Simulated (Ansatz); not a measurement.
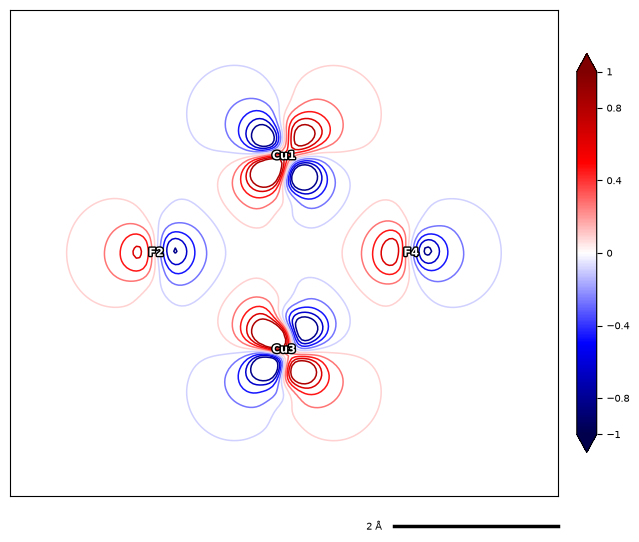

Cu₂F₂. The HOMO on the molecular plane (values in Å⁻³ᐟ²; the overall sign is arbitrary).

Geometry: PBE0-D4/def2-SVP.

Theory: RKS PBE0-D4/def2-TZVP in Ansatz 0.2.0.

Question: Where does this orbital lie, and at what energy?

Answer: By Hirshfeld shares it lies mainly on Cu1 (about 40 %), Cu3 (about 40 %), F2 (about 10 %) and F4 (about 10 %); it is symmetric in the molecular plane (an in-plane orbital: σ, lone-pair or in-plane π type); it is ungerade (odd under inversion). Its energy is −6.63 eV.
